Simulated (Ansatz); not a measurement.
## Convergence study of the k-point mesh at a smearing width of 0.02 eV for LuH₂ (I4mm, 3 atoms in the cell)

```
CELL_PARAMETERS angstrom
      0.00000     2.50208     2.50208
      2.50208     0.00000     2.50208
      2.50208     2.50208     0.00000
ATOMIC_POSITIONS crystal
  Lu 0.00999 0.00999 0.99001
  H  0.25000 0.25000 0.25000
  H  0.75000 0.75000 0.75000
```

Method of the run: PBEsol, default PAW files made with PBE (plane waves; Ansatz, a program for electronic structure).

Base settings: basis.ecutwfc = 420 eV; kpoints.mp_grid.grid = 11 11 11; hamiltonian.xc = pbesol; hamiltonian.pseudopotentials = {kind: paw} (the program's default PAW files); scf.occupations.method = gaussian; scf.occupations.width = 0.1 eV.

In this ladder: scf.occupations.width = 0.02 eV.

Only quantities that move along the ladder and can be compared are tabulated.

The count of work is k-points × plane waves × bands × iterations; it is no time. 

The starting cell comes from a database of computed structures (which also holds hypothetical and non-ambient phases and stackings), without a prior relaxation at this level. Its lattice was rescaled by up to half a per cent. One atom was moved a little off its site on purpose. Ansatz's pressure includes its estimate of the finite-basis (Pulay) stress.

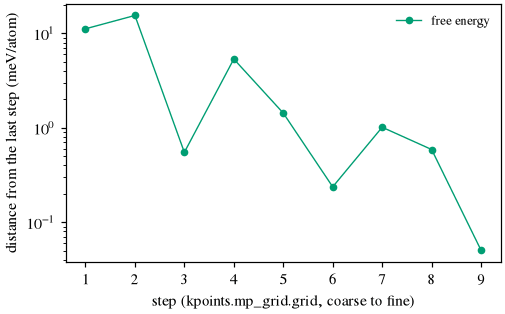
Figure. Distance from the last step along the ladder; very small values are drawn at a floor.

```csv
kpoints.mp_grid.grid,free energy less the last step's (meV/atom),pressure (GPa),largest difference of a force vector from the last step's (eV/Å),count of work / last
4 4 4,11.18,-2.94,0.030,0.0088
5 5 5,15.48,-2.30,0.017,0.010
6 6 6,0.55,-2.49,0.008,0.017
7 7 7,-5.35,-2.55,0.003,0.023
9 9 9,1.43,-2.47,0.001,0.044
10 10 10,-0.24,-2.51,0.000,0.069
12 12 12,-1.02,-2.51,0.000,0.095
15 15 15,-0.59,-2.51,0.000,0.20
22 22 22,0.05,-2.50,0.000,0.57
27 27 27,0.00,-2.51,0.000,1.0
```

Coarsest kpoints.mp_grid.grid that holds the free energy within 5 meV/atom of the last step, with all finer ones: 9 9 9, at 0.044 of the last step's count of work; the step before is off by 5.4 meV/atom.

Coarsest kpoints.mp_grid.grid that holds the forces within 0.02 eV/Å of the last step, with all finer ones: 5 5 5, at 0.010 of the last step's count of work; the step before is off by 0.030 eV/Å.

Coarsest kpoints.mp_grid.grid that holds the pressure within 0.1 GPa of the last step, with all finer ones: 6 6 6, at 0.017 of the last step's count of work; the step before is off by 0.21 GPa.

Keys are those of Ansatz 0.2.
